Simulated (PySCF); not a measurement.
**C₄H₅Cl₂FGe: electronic excitations**

What electronic excitations should C₄H₅Cl₂FGe (`CC#[C][GeH2][C](F)(Cl)Cl`) show?

Computed with PySCF 2.14.0, with density-fitted response routines of our own, on a single molecule in the gas phase. Atoms are numbered from 0 throughout.

**1. Starting geometry**

13 atoms, charge 0, multiplicity 1; geometry from: GFN2-xTB.

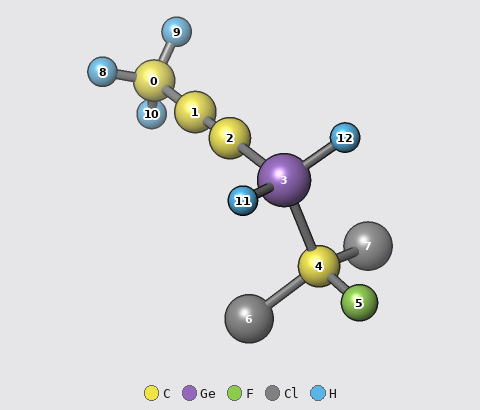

As it starts; carbon yellow, germanium purple, fluorine green, chlorine grey, hydrogen blue, atoms numbered; sticks join atoms by distance.

**2. TDDFT and polarisability: B3LYP/def2-SVPD**

What the job is given:

```
{"job": {"kind": "uv", "xc": "B3LYP", "basis": "def2-SVPD", "nstates": 8, "ntriplets": 3}, "charge": 0, "multiplicity": 1}
C      2.882367     0.392889     0.633481
C      1.524947    -0.066058     0.471333
C      0.390463    -0.454422     0.334072
Ge    -1.384025    -1.032749     0.104214
C     -2.277653     0.406630    -0.959117
F     -3.582325     0.131511    -1.208396
Cl    -2.209766     1.927913    -0.061043
Cl    -1.458751     0.591679    -2.514320
H      3.135581     0.434983     1.692050
H      3.565947    -0.290557     0.131203
H      2.990376     1.387200     0.201889
H     -2.116631    -1.134783     1.406120
H     -1.464918    -2.293750    -0.699644
```

Method: TDDFT B3LYP/def2-SVPD, vertical, gas phase, core orbitals frozen in the response.

Run with:

```console
OMP_NUM_THREADS=1 python probes_run.py task.json out
```

One launch serves the whole session: the jobs run in the order shown.

Predict these results of the whole session: lowest singlet (B3LYP/def2-SVPD); brightest single state of those computed; lowest triplet.

**Answer**, as computed:

| quantity | value |
| --- | --- |
| lowest singlet (B3LYP/def2-SVPD) | 5.79 eV (214 nm), f = 0.000 |
| brightest single state of those computed | state 2, 6.00 eV, f = 0.027 |
| lowest triplet | 5.02 eV |

In words: The first singlet state (HOMO−1→LUMO 0.72, HOMO−1→LUMO+1 0.23) lies at 5.79 eV and is dark; of the 8 states computed, the strongest absorption comes from state 2 at 6.00 eV. The lowest triplet lies 0.77 eV below the lowest singlet (triplets in Tamm-Dancoff, singlets in full TDDFT).
